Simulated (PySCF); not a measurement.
# One shape, several levels: singlet CH3BBr−

Aim: a comparison of 6 runs (HF/STO-3G, HF/3-21G, B3LYP/6-31G*, B2PLYP/aug-cc-pVDZ, wB97M-V/aug-cc-pVDZ, wB97X/aug-cc-pVDZ) of singlet CH3BBr−. 

The results are computed with PySCF 2.14.0.

2 further runs of the same task are left out: 2 set aside as unsound or not needed.

**1. The molecule**

The species is CH3BBr− (6 atoms), meant as a singlet with charge -1. As SMILES of the parent species, `C[B]Br`. The shape is that of a PBE0-D4/def2-TZVP optimisation. That shape belongs to the parent species and isn't relaxed for this state.

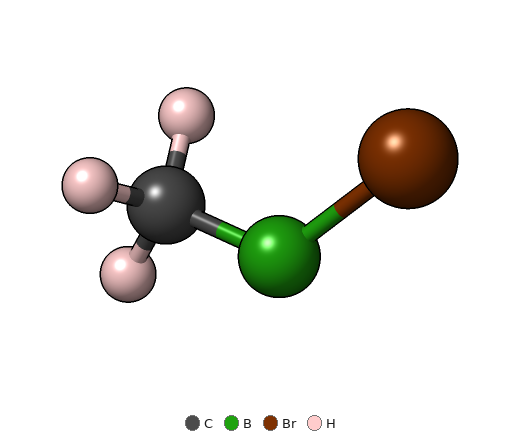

The structure, seen from a chosen angle (carbon dark grey, boron green, bromine brown, hydrogen pink).

**2. The energy at HF/STO-3G (run 1)**

Input file run.py:

```python
from pyscf import gto

mol = gto.M(
    atom='''
C       -0.320400       0.337300      -0.311000
B        0.157600      -1.056200       0.144200
Br       1.616800      -1.419300       1.288500
H       -1.026400       0.687700       0.455600
H        0.485000       1.076000      -0.369800
H       -0.870300       0.310400      -1.253600
''',
    basis='sto-3g',
    charge=-1,
    verbose=3,
    max_memory=1860,
)

mf = mol.RHF()
mf.conv_tol = 1e-10
mf.kernel()
if not mf.converged:
    mf = mf.newton().run(mf.mo_coeff, mf.mo_occ)

e_final = mf.e_tot
print('E = %.10f Eh' % e_final)
```

Command:

```sh
OMP_NUM_THREADS=1 python run.py
```

Output:

```text
converged SCF energy = -2607.91389151729
E = -2607.9138915173 Eh
```

Wall time 0.58 s (1 thread of Intel Xeon 6975P-C (Granite Rapids), shared host); peak memory 0.12 GiB.

**3. A single-point energy at HF/3-21G (run 2)**

Input file input.py:

```python
from pyscf import gto

mol = gto.M(
    atom='''
C       -0.320400       0.337300      -0.311000
B        0.157600      -1.056200       0.144200
Br       1.616800      -1.419300       1.288500
H       -1.026400       0.687700       0.455600
H        0.485000       1.076000      -0.369800
H       -0.870300       0.310400      -1.253600
''',
    spin=0,
    charge=-1,
    verbose=4,
    basis='3-21g',
    max_memory=1860,
)

mf = mol.RHF()
mf.conv_tol = 1e-10
mf.kernel()
if not mf.converged:
    mf = mf.newton().run(mf.mo_coeff, mf.mo_occ)

energy = mf.e_tot
print('E(%s) = %.9f' % ('HF', energy))
```

Command:

```sh
OMP_NUM_THREADS=1 python input.py
```

Output:

```text
PySCF version 2.14.0

[... 66 lines left out ...]
converged SCF energy = -2623.88297239201
E(HF) = -2623.882972392
```

It took 0.64 s on 1 thread of Intel Xeon 6975P-C (Granite Rapids), shared host; peak memory 0.12 GiB.

Runs 3 to 5 aren't shown in full; the table further down has their settings and results.

**4. A single-point energy at wB97X/aug-cc-pVDZ (run 6)**

Input file calc.py:

```python
from pyscf import gto, dft

mol = gto.Mole()
mol.atom = '''
C     -0.320400     0.337300    -0.311000
B      0.157600    -1.056200     0.144200
Br     1.616800    -1.419300     1.288500
H     -1.026400     0.687700     0.455600
H      0.485000     1.076000    -0.369800
H     -0.870300     0.310400    -1.253600
'''
mol.basis = 'aug-cc-pvdz'
mol.spin = 0
mol.max_memory = 1860
mol.verbose = 3
mol.charge = -1
mol.build()

mf = dft.RKS(mol, xc='wb97x')
mf.grids.level = 5
mf.conv_tol = 1e-10
mf.kernel()
if not mf.converged:
    mf = mf.newton().run(mf.mo_coeff, mf.mo_occ)

e_tot = mf.e_tot
print('Final energy', e_tot)
```

Command:

```sh
OMP_NUM_THREADS=1 python calc.py
```

Output:

```text
converged SCF energy = -2638.87385108382
Final energy -2638.8738510838207
```

Wall time 34 s (1 thread of Intel Xeon 6975P-C (Granite Rapids), shared host); peak memory 0.57 GiB.

**5. All runs side by side**

| run | level | integration grid | frozen core orbitals | energy (Eh) | HOMO energy (eV) | LUMO energy (eV) | HOMO–LUMO gap (eV) | wall time |
| --- | --- | --- | --- | --- | --- | --- | --- | --- |
| 1 | HF/STO-3G | – | – | -2607.913892 | 5.59 | 17.30 | 11.71 | 0.58 s |
| 2 | HF/3-21G | – | – | -2623.882972 | 1.05 | 9.92 | 8.87 | 0.64 s |
| 3 | B3LYP/6-31G* (spherical functions) | 5 | – | -2638.562302 | 3.54 | 5.82 | 2.28 | 7.2 s |
| 4 | B2PLYP/aug-cc-pVDZ | 5 | 11 | -2638.363251 | 0.46 | 3.36 | 2.90 | 15 s |
| 5 | wB97M-V/aug-cc-pVDZ | 5 | – | -2638.683701 | -0.68 | 3.52 | 4.20 | 77 s |
| 6 | wB97X/aug-cc-pVDZ | 5 | – | -2638.873851 | -0.77 | 4.07 | 4.84 | 34 s |

**6. Summary of results**

| quantity | value |
| --- | --- |
| run 6: total energy | -2638.87385 Eh |
| run 6: HOMO energy | -0.77 eV |
| run 6: LUMO energy | 4.07 eV |
| run 6: HOMO–LUMO gap (to an unbound level, set by the basis) | 4.84 eV |

The HOMO–LUMO gap runs from 2.28 eV (B3LYP/6-31G*) to 11.71 eV (HF/STO-3G). The two ends differ in method and basis. The empty levels of an anion lie above zero and hang on the basis. Totals of different functionals can't be ranked against each other. In runs 1, 2, 3, 4 the HOMO lies above zero, so the outermost electron may be held by the basis alone. In run 1 the basis is minimal, so the values are rough. All runs together took 2.2 min, the longest 77 s.
